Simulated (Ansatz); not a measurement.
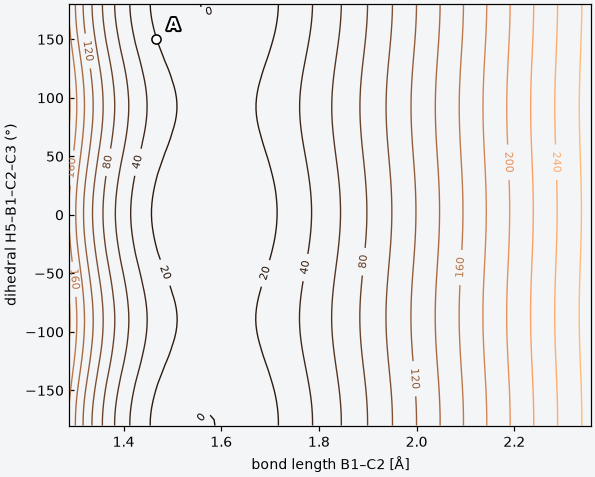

C2H7BS, SMILES BCCS. 
- Coordinates scanned: (1) bond length B1–C2; (2) dihedral H5–B1–C2–C3.
- Nothing is relaxed (all other coordinates rigid).
- Grid: 13 × 12 points.
- Energies are in kJ/mol, from the lowest grid point.
- The reference is spin-restricted, which grows unreliable where a bond is stretched far.
- Computed with RHF/def2-TZVP in Ansatz 0.2.0.

In the figure: contour lines labelled in kJ/mol, the point A. Between grid points the surface is interpolated.

Which way does the force act at A, and how strong is it?

Answer. A, at bond length B1–C2 = 1.467 Å, dihedral H5–B1–C2–C3 = 150°, is not a stationary point. The computed force is 340 kJ/mol for each Å towards larger values of bond length B1–C2 and 0.27 kJ/mol for each degree towards larger values of dihedral H5–B1–C2–C3.
